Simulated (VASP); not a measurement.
Band structure of GaSe (relaxed from the beta-GaS structure, space group P6_3/mmc). Computed with PBEsol GGA, VASP's PBE PAW potentials (set 64) (plane waves; VASP 6.6.1).

Without a dispersion term in the relaxation, distances and binding between the weakly bound layers, chains or molecules are unreliable, and so is what depends on them.

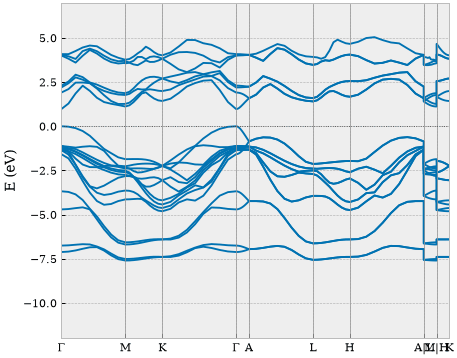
Figure: Bands along high-symmetry lines, zero at the valence-band maximum or, without a gap, the Fermi level

Question: Read the plot: is there a gap, and where are the band edges?

Answer: The gap is direct, 0.97 eV, from the valence maximum at Γ to the conduction minimum at Γ. (Edges off the drawn lines would not show.)

Measured: gap 2.02 eV (computed value off by -1.05 eV), as given by Sangtae Kim et al., Scientific Data (2020), doi:10.1038/s41597-020-00723-8.

The structure was generated: GaSe was put into the beta-GaS type (P6_3/mmc), a phase also known from measurement. It was relaxed first, which changed the volume by +9 %.
